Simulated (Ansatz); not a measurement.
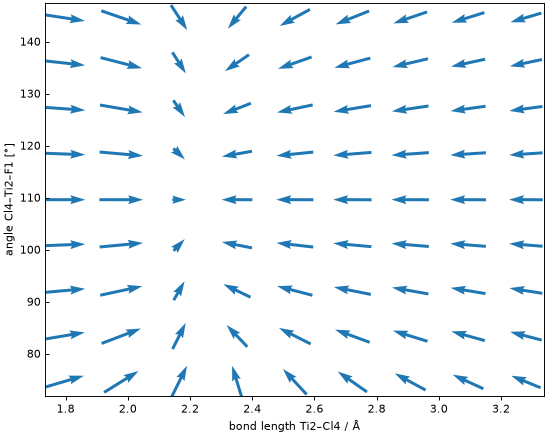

BrClF2Ti, SMILES [F][Ti]([F])([Cl])[Br]. Coordinates scanned: (1) bond length Ti2–Cl4; (2) angle Cl4–Ti2–F1. Nothing is relaxed (all other coordinates rigid). The scan uses a 9 × 9 grid. The reference is spin-restricted, which grows unreliable where a bond is stretched far. The calculation used Ansatz, RKS PBE-D4/def2-TZVP.

Drawn: arrows along the force (downhill), their lengths compressed.

The arrows alone are given. Where is the energy lowest?

Answer. The arrows converge at about bond length Ti2–Cl4 = 2.185 Å, angle Cl4–Ti2–F1 = 110° (read from the interpolated surface).

The energy map of the same scan:

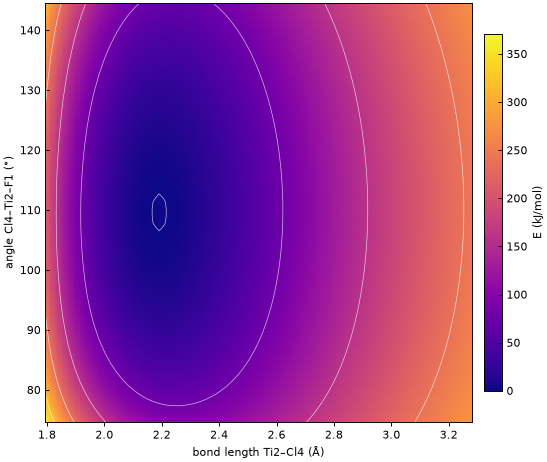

Energies are in kJ/mol, from the lowest grid point; between grid points the surface is interpolated.
